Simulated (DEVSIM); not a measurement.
Device: Schottky contact on n-type Ge, at 300 K.

```tsv
layer (left to right)	material	thickness (μm)	Nd (cm⁻³)	τn (s)	τp (s)
1	Ge	9.20	2.3e17	2.7e-5	2.7e-5
2	Ge	30.0	1.5e18	2.7e-5	2.7e-5
```

Left contact: Schottky, work function 4.31 eV, emission velocity 7.3e6 cm/s. Right contact: ohmic. Voltage is applied to the left contact. Recombination: SRH at mid-gap. Mobility is μmin + (μ − μmin)/(1 + (N/Nref)^α).

This is a model device: material constants are rounded textbook-type values typed into the input, and sizes, dopings and lifetimes were drawn at random. Values at 300 K.

```csv
parameter,Ge
gap (eV),0.664
affinity (eV),4
permittivity,16
Nc (cm⁻³),1.04e19
Nv (cm⁻³),6e18
μn (cm²/Vs),3900
μp (cm²/Vs),1900
"μn,min",150
"μp,min",100
"Nref,n",2.6e17
"Nref,p",4e17
αn,0.56
αp,0.6
```

Model (solved in DEVSIM): 1D drift-diffusion, Boltzmann statistics, complete ionisation; no tunnelling, impact ionisation, image-force lowering or self-heating. Metal contacts follow the ideal Schottky-Mott rule: no Fermi-level pinning, no interface dipoles.

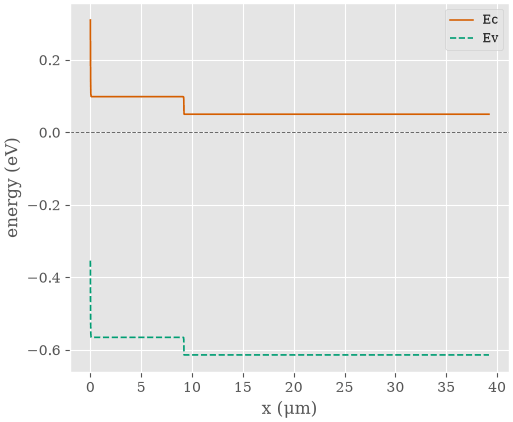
*Band edges at zero bias*

Energies count from the Fermi level of the right contact; mesh points crowd at the junctions.

```tsv
x (μm)	Ec (eV)	Ev (eV)	n (cm⁻³)	p (cm⁻³)	field (V/cm)
0.000	0.310	-0.354	6.4e13	6.8e12	-97000
0.04246	0.109	-0.555	1.6e17	2.8e9	-9500
0.1596	0.099	-0.565	2.3e17	1.9e9	≈ 0
0.4830	0.099	-0.565	2.3e17	1.9e9	≈ 0
1.993	0.099	-0.565	2.3e17	1.9e9	≈ 0
5.293	0.099	-0.565	2.3e17	1.9e9	≈ 0
7.800	0.099	-0.565	2.3e17	1.9e9	≈ 0
8.851	0.099	-0.565	2.3e17	1.9e9	≈ 0
9.089	0.099	-0.565	2.3e17	1.9e9	≈ 0
9.175	0.096	-0.568	2.5e17	1.7e9	-2300
9.208	0.052	-0.612	1.4e18	3.2e8	-6000
9.304	0.050	-0.614	1.5e18	2.9e8	≈ 0
9.530	0.050	-0.614	1.5e18	2.9e8	≈ 0
10.16	0.050	-0.614	1.5e18	2.9e8	≈ 0
12.94	0.050	-0.614	1.5e18	2.9e8	≈ 0
19.60	0.050	-0.614	1.5e18	2.9e8	≈ 0
31.40	0.050	-0.614	1.5e18	2.9e8	≈ 0
36.40	0.050	-0.614	1.5e18	2.9e8	≈ 0
38.52	0.050	-0.614	1.5e18	2.9e8	≈ 0
38.97	0.050	-0.614	1.5e18	2.9e8	≈ 0
39.13	0.050	-0.614	1.5e18	2.9e8	≈ 0
39.20	0.050	-0.614	1.5e18	2.9e8	≈ 0
```
